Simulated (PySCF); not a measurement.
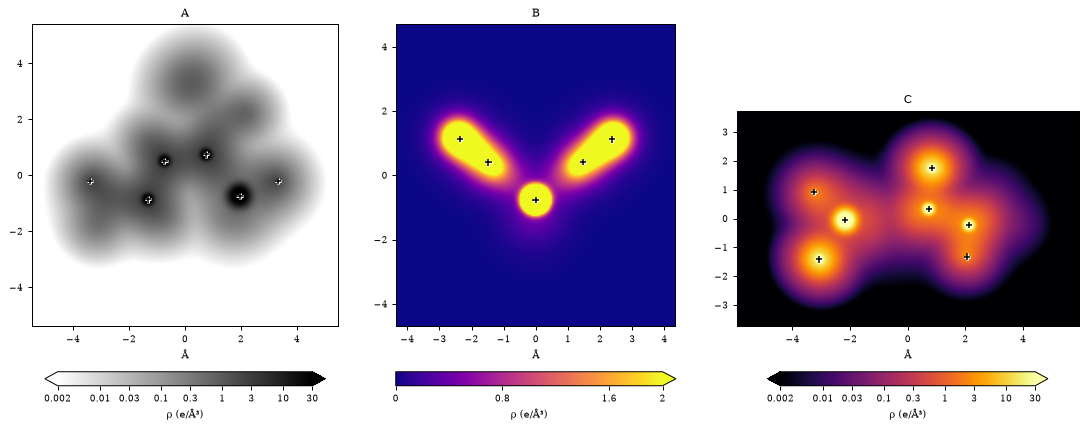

The total electron density of 3 systems, each on a plane through atoms (crosses mark nuclei in the plane).

The calculation used PBE0/pcSseg-1, SCF density, gas phase, non-relativistic (PySCF 2.14.0).

System 1: C$_{2}$H$_{3}$N$_{3}$OSi (SMILES N#C[Si](N)(O)C#N), the plane of atoms C2, Si3 and C6. Geometry: GFN2-xTB.

```xyz
10

N     1.2642    0.0651    2.6858
C     0.7824    0.1112    1.6483
Si   -0.0264    0.1567   -0.0473
N    -1.3468   -0.8937   -0.2843
O    -0.6113    1.6321   -0.3576
C     1.3595   -0.3603   -1.1945
N     2.2193   -0.6757   -1.8801
H    -2.2837   -0.5696   -0.1156
H    -1.2626   -1.8867   -0.1566
H    -0.0857    2.4255   -0.3205
```

System 2: C$_{6}$H$_{12}$Cl$_{2}$Si, the plane of atoms C3, C5 and Si6. Geometry: GFN2-xTB.

| atom | x (Å) | y (Å) | z (Å) |
| --- | --- | --- | --- |
| C | 2.7973 | -0.1000 | 0.4116 |
| C | 1.3131 | -0.0514 | 0.7629 |
| C | 0.4701 | -0.3985 | -0.4392 |
| C | 0.0601 | 0.6557 | -1.4145 |
| C | -0.9787 | 0.0040 | -0.5368 |
| Si | -1.8048 | 0.9829 | 0.8641 |
| C | -1.9414 | -0.9504 | -1.1726 |
| Cl | -2.5942 | -2.0396 | 0.0850 |
| Cl | -1.2558 | -1.9512 | -2.4787 |
| H | 3.0160 | 0.5920 | -0.3984 |
| H | 3.0799 | -1.1000 | 0.0908 |
| H | 3.4051 | 0.1697 | 1.2716 |
| H | 1.1062 | -0.7586 | 1.5700 |
| H | 1.0560 | 0.9482 | 1.1182 |
| H | 0.7205 | -1.3668 | -0.8592 |
| H | 0.3196 | 1.6810 | -1.1954 |
| H | 0.0642 | 0.4208 | -2.4684 |
| H | -1.6383 | 0.2748 | 2.1289 |
| H | -1.1810 | 2.3060 | 0.9217 |
| H | -3.2210 | 1.1354 | 0.5326 |
| H | -2.8019 | -0.4372 | -1.6081 |

System 3: C$_{3}$H$_{10}$F$_{2}$Si$_{3}$, the plane of atoms C2, C3 and F4. Geometry: GFN2-xTB.

```yaml
atoms:
  - { symbol: C, position_ang: [-2.4150, -0.6217, 0.4271] }
  - { symbol: C, position_ang: [-1.4528, -0.0472, -0.6071] }
  - { symbol: C, position_ang: [-0.1416, 0.4167, -0.0005] }
  - { symbol: F, position_ang: [-0.4476, 1.4750, 0.9065] }
  - { symbol: Si, position_ang: [1.1902, 1.1940, -1.2209] }
  - { symbol: Si, position_ang: [2.7777, 0.2383, 0.2033] }
  - { symbol: F, position_ang: [3.8436, -0.7439, -0.5426] }
  - { symbol: Si, position_ang: [0.9028, -0.8653, 1.0613] }
  - { symbol: H, position_ang: [-1.9872, -1.5054, 0.8961] }
  - { symbol: H, position_ang: [-2.6120, 0.1172, 1.2002] }
  - { symbol: H, position_ang: [-3.3589, -0.8954, -0.0391] }
  - { symbol: H, position_ang: [-1.2195, -0.8020, -1.3617] }
  - { symbol: H, position_ang: [-1.9335, 0.7961, -1.1113] }
  - { symbol: H, position_ang: [1.0031, 0.6306, -2.5648] }
  - { symbol: H, position_ang: [0.9819, 2.6387, -1.3269] }
  - { symbol: H, position_ang: [3.7152, 1.0176, 1.0102] }
  - { symbol: H, position_ang: [0.5126, -0.8066, 2.4708] }
  - { symbol: H, position_ang: [0.6322, -2.2303, 0.5879] }
```

Which map belongs to which system?

Answer. Panel A is system 2, C$_{6}$H$_{12}$Cl$_{2}$Si: the plane holds C, Si and H. C–C (1.51 Å): ρ is about 1.7 e/Å³ halfway. Panel B is system 1, C$_{2}$H$_{3}$N$_{3}$OSi: the plane holds N, C and Si. C–N (1.14 Å): ρ is about 3.6 e/Å³ halfway. Panel C is system 3, C$_{3}$H$_{10}$F$_{2}$Si$_{3}$: the plane holds C, F, Si and H. C–F (1.43 Å): ρ at the midpoint is about 1.8 e/Å³, with its minimum of 1.4 e/Å³ about 0.5 Å from C.
